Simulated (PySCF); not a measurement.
# C₄H₈Ge: electronic excitations at several levels of theory, part 2 of 2

PySCF 2.14.0. Atoms count from 0. The steps go on from the part before.

### 10 TDDFT and polarisability: PBE0/def2-SVP

What the job is given:

```
{"job": {"kind": "uv", "xc": "PBE0", "basis": "def2-SVP"}, "charge": 0, "multiplicity": 1}
C      1.635746    -0.887450    -1.122286
C      1.253792     0.060162    -0.255536
C     -0.125813     0.412519     0.076763
C     -0.391236     1.400672     0.950483
Ge    -1.614646    -0.549860    -0.745791
H      0.913243    -1.499110    -1.671918
H      2.692261    -1.086772    -1.314984
H      2.028668     0.639675     0.264082
H      0.417808     1.963179     1.432602
H     -1.412352     1.686484     1.217794
H     -2.920699     0.035083    -0.181075
H     -1.539275    -2.054129    -0.423102
H     -1.596706    -0.384991    -2.277428
```

Method: TDDFT PBE0/def2-SVP, vertical, gas phase, core orbitals frozen in the response.

The program printed:

```text
coarse grid: 47912 points
cycle   1  E = -2233.3199019163  dE = -3.107e-01  |g| = 4.276e-01  |ddm| = 3.653e+00
cycle   2  E = -2233.3177116949  dE =  2.190e-03  |g| = 4.533e-01  |ddm| = 7.524e-01
cycle   3  E = -2233.3522394538  dE = -3.453e-02  |g| = 4.236e-02  |ddm| = 4.221e-01
cycle   4  E = -2233.3524429614  dE = -2.035e-04  |g| = 3.165e-02  |ddm| = 6.496e-02
cycle   5  E = -2233.3527042129  dE = -2.613e-04  |g| = 4.387e-03  |ddm| = 3.159e-02
cycle   6  E = -2233.3527087817  dE = -4.569e-06  |g| = 1.014e-03  |ddm| = 5.256e-03
final grid: 100848 points
cycle   7  E = -2233.3526714055  dE =  4.478e-08  |g| = 1.134e-03  |ddm| = 2.473e-03
cycle   8  E = -2233.3526712113  dE =  1.941e-07  |g| = 1.427e-03  |ddm| = 2.398e-03
cycle   9  E = -2233.3526717178  dE = -5.065e-07  |g| = 2.229e-04  |ddm| = 1.404e-03
cycle  10  E = -2233.3526717309  dE = -1.311e-08  |g| = 2.004e-05  |ddm| = 2.139e-04
cycle  11  E = -2233.3526717311  dE = -1.205e-10  |g| = 4.732e-06  |ddm| = 2.873e-05
converged SCF energy = -2233.3526717311

Static polarisability (au): isotropic 73.743, principal 45.896 74.836 100.498

Singlet excitations
state   eV       nm        f      main configurations
  1   5.9055    209.9   0.49790   H->L 0.96
  2   6.0688    204.3   0.00197   H-1->L 0.99
  3   6.8281    181.6   0.01440   H-2->L 0.62, H->L+1 0.36
  4   7.1064    174.5   0.00007   H->L+2 0.97
  5   7.3652    168.3   0.04084   H->L+1 0.37, H-3->L 0.28, H-2->L 0.23
  6   7.3678    168.3   0.01801   H-3->L 0.70, H->L+1 0.15, H-2->L 0.09
  7   7.4362    166.7   0.00142   H->L+3 0.96
  8   7.7837    159.3   0.00112   H->L+4 0.90
  9   7.9293    156.4   0.00023   H-5->L 0.87
 10   8.1528    152.1   0.01796   H-4->L 0.46, H-6->L 0.29, H->L+6 0.10

Triplet excitations (Tamm-Dancoff, eV): 3.1156 4.9491 5.7162 6.7160
```

Run time: 12 s. Hardware: 1 thread of Arm Neoverse V2, shared host; peak memory 0.7 GiB.

Key values: HOMO -6.92 eV, LUMO -0.97 eV; lowest singlet 5.91 eV.

### 11 Excited states and response: PBE0/def2-TZVP

The job, as its differences from that of step 10:

```diff
@@ -1,2 +1,2 @@
-{"job": {"kind": "uv", "xc": "PBE0", "basis": "def2-SVP"}, "charge": 0, "multiplicity": 1}
+{"job": {"kind": "uv", "xc": "PBE0", "basis": "def2-TZVP"}, "charge": 0, "multiplicity": 1}
 C      1.635746    -0.887450    -1.122286
```

Level: TDDFT PBE0/def2-TZVP, vertical, gas phase, core orbitals frozen in the response.

The program printed:

```text
coarse grid: 47912 points
cycle   1  E = -2233.7276188432  dE = -2.638e-01  |g| = 6.884e-01  |ddm| = 2.700e+00
cycle   2  E = -2233.7119836808  dE =  1.564e-02  |g| = 7.898e-01  |ddm| = 7.790e-01
cycle   3  E = -2233.7799330558  dE = -6.795e-02  |g| = 5.422e-02  |ddm| = 4.634e-01
cycle   4  E = -2233.7801821427  dE = -2.491e-04  |g| = 4.381e-02  |ddm| = 6.112e-02
cycle   5  E = -2233.7806641947  dE = -4.821e-04  |g| = 5.862e-03  |ddm| = 3.200e-02
cycle   6  E = -2233.7806721706  dE = -7.976e-06  |g| = 1.277e-03  |ddm| = 5.718e-03
final grid: 100848 points
cycle   7  E = -2233.7806556282  dE =  7.730e-08  |g| = 1.444e-03  |ddm| = 3.977e-03
cycle   8  E = -2233.7806552926  dE =  3.356e-07  |g| = 1.840e-03  |ddm| = 2.275e-03
cycle   9  E = -2233.7806561266  dE = -8.340e-07  |g| = 3.117e-04  |ddm| = 1.323e-03
cycle  10  E = -2233.7806561505  dE = -2.387e-08  |g| = 2.098e-05  |ddm| = 1.903e-04
cycle  11  E = -2233.7806561506  dE = -1.205e-10  |g| = 6.076e-06  |ddm| = 2.492e-05
converged SCF energy = -2233.7806561506

Static polarisability (au): isotropic 81.998, principal 55.556 83.188 107.251

Singlet excitations
state   eV       nm        f      main configurations
  1   5.7121    217.1   0.49505   H->L 0.96
  2   5.9577    208.1   0.00135   H-1->L 0.99
  3   6.7061    184.9   0.01336   H-2->L 0.54, H->L+1 0.45
  4   6.9798    177.6   0.00067   H->L+2 0.88, H->L+3 0.08
  5   7.1527    173.3   0.00582   H->L+3 0.84
  6   7.1952    172.3   0.06200   H->L+1 0.45, H-2->L 0.41, H-4->L 0.10
  7   7.2768    170.4   0.00059   H-3->L 0.97
  8   7.3413    168.9   0.00004   H->L+4 0.90
  9   7.7180    160.6   0.00059   H->L+5 0.82, H-5->L 0.12
 10   7.8665    157.6   0.00333   H-5->L 0.77, H->L+5 0.13

Triplet excitations (Tamm-Dancoff, eV): 3.1166 4.9169 5.6054 6.5634
```

Run time: 28 s. Hardware: 1 thread of Arm Neoverse V2, shared host; peak memory 1 GiB.

In short: HOMO -6.97 eV, LUMO -1.10 eV; lowest singlet 5.71 eV.

### 12 Run by run: electronic excitations

Excitations and ground-state properties, with basis size and wall time:

```csv
run,lowest singlet (eV),brightest (eV),f,gap (eV),α (Å³),μ (D),functions,time
PBE/def2-SVPD,5.44,5.47,0.393,3.96,12.84,0.58,182,63 s
B3LYP/def2-SVPD,5.64,5.64,0.483,5.46,12.61,0.58,182,50 s
PBE0/def2-SVPD,5.74,5.74,0.496,5.88,12.49,0.58,182,34 s
BHandHLYP/def2-SVPD,5.87,5.87,0.579,7.77,12.29,0.57,182,37 s
CAM-B3LYP/def2-SVPD,5.84,5.84,0.540,8.21,12.41,0.55,182,59 s
wB97X-D/def2-SVPD,5.84,5.84,0.543,9.40,12.44,0.56,182,38 s
LC-wPBE/def2-SVPD,6.05,6.05,0.574,10.65,12.06,0.55,182,50 s
PBE0/6-31G*,5.98,5.98,0.498,6.00,10.25,0.56,104,9.1 s
PBE0/def2-SVP,5.91,5.91,0.498,5.95,10.93,0.56,128,12 s
PBE0/def2-TZVP,5.71,5.71,0.495,5.87,12.15,0.59,220,28 s
```

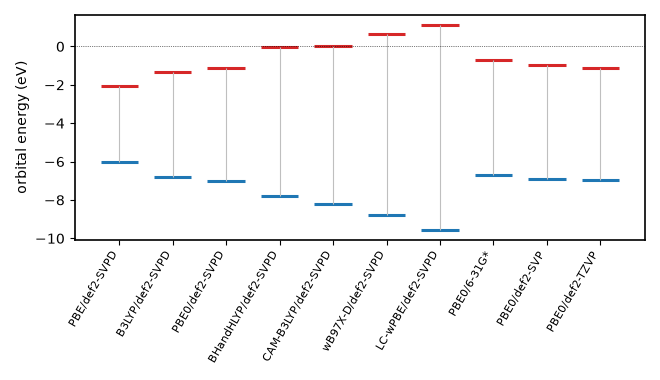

HOMO (blue) and LUMO (red) run by run.

### 13 What came out

The summary covers parts 1 to 2.

| quantity | value |
| --- | --- |
| lowest singlet (PBE/def2-SVPD) | 5.44 eV (228 nm), f = 0.006 |
| brightest single state of those computed | state 2, 5.47 eV, f = 0.393 |
| lowest triplet | 3.18 eV |
| vertical ionisation energy (ΔSCF) | 8.86 eV |
| vertical electron affinity (ΔSCF) | -0.56 eV (unbound: the value hangs on the basis) |
| range of the lowest singlet | 5.44 to 6.05 eV |

**Reading.** Single values in the summary come from the first run of each kind that ended normally (PBE/def2-SVPD), which need not be the best level. The lowest singlet, at 5.44 eV, is HOMO−1→LUMO 0.98 and is weak; of the 10 states computed, the strongest absorption comes from state 2 at 5.47 eV. The lowest triplet lies 2.26 eV below the lowest singlet (triplets in Tamm-Dancoff, singlets in full TDDFT). ΔSCF puts the ionisation energy at 8.86 eV, 2.83 eV above −ε(HOMO). The lowest singlet runs from 5.44 eV (PBE/def2-SVPD) to 6.05 eV (LC-wPBE/def2-SVPD), while the orbital gap spans 3.96 to 10.65 eV. The lowest state need not be the same one in every run.
